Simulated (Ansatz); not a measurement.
# CH3Cl2Si (charge +1): what the fields show

```xyz
7

C     0.4002    1.7324    1.2381
Cl   -1.6395    0.9736   -1.2698
Cl    1.4739   -0.3025   -1.1542
Si    0.0976    0.8563   -0.3236
H     1.4693    1.9786    1.3420
H     0.1201    1.0554    2.0684
H    -0.2253    2.6369    1.3032
```

Geometry: r2SCAN-D4/def2-SVP.

Computed with isolated molecule in a Gaussian basis; Kohn-Sham density functional theory, functional PBE0 (Ansatz 0.2.0).

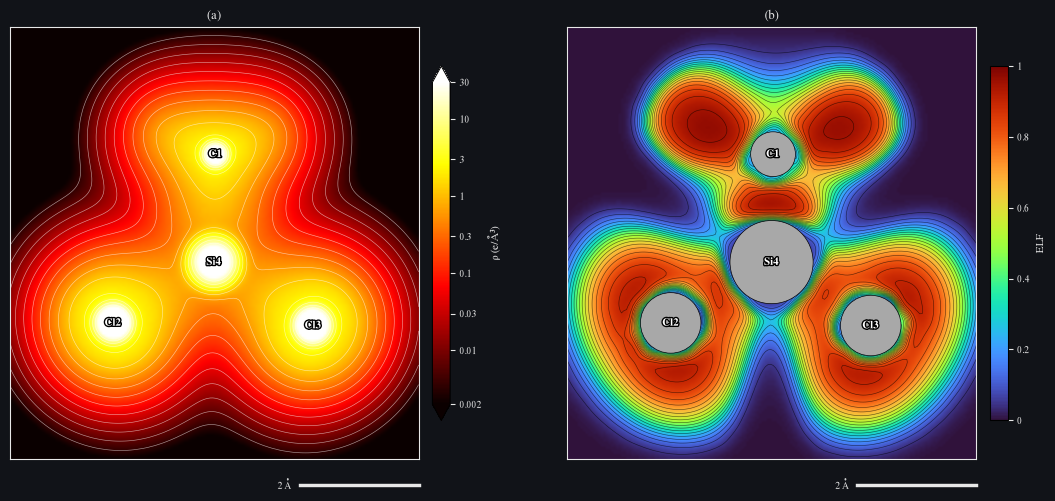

Figure 1. (a) total electron density; (b) electron localisation function on the plane of atoms C1, Si4 and Cl2. Grey discs cover the atomic cores in the ELF map.

Describe what can be read from this map.

Answer. Atoms in the plane: C, Cl and Si. C–Si (1.82 Å): ρ is about 1.1 e/Å³ halfway; the ELF peaks at about 0.95 between the atoms (a shared electron pair). Si–Cl (1.98 Å): the density is about 1 e/Å³ at the midpoint; the ELF peaks at about 0.85 between the atoms, as expected for a shared but strongly polarised pair. The ELF also peaks beside Cl3 and Cl2, away from the bonds: lone-pair regions.

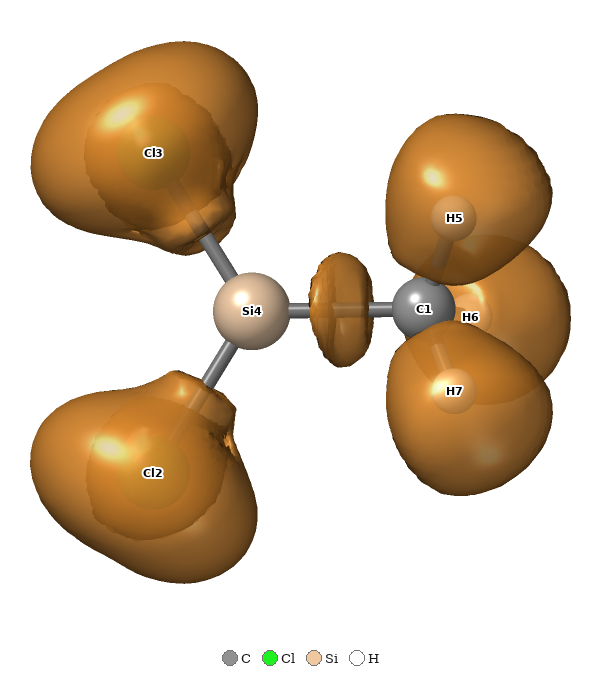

Figure 2. Isosurface of the electron localisation function at 0.8 (orange), seen across its widest extent. Core shells and regions of very low density are left out.

Where are the electrons localised?

Answer. The surface consists of one region between bonded C–Si atoms (shared pairs), three regions around hydrogen nuclei and two regions on Cl in which the atom's valence shell and bonds are merged.

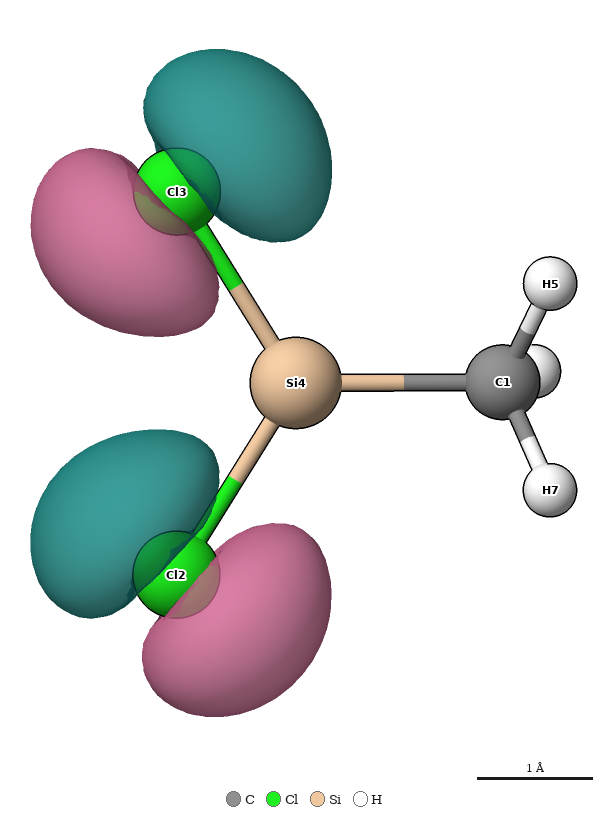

Figure 3. The HOMO at ±0.15 Å⁻³ᐟ² (teal and pink are the two phases), seen across its widest extent.

Where does this orbital lie, and at what energy?

Answer. Its weight (Hirshfeld) is mainly on Cl2 (about 45 %) and Cl3 (about 45 %); largely a combination of lone pairs on Cl2 and Cl3. Its energy is −15.21 eV.
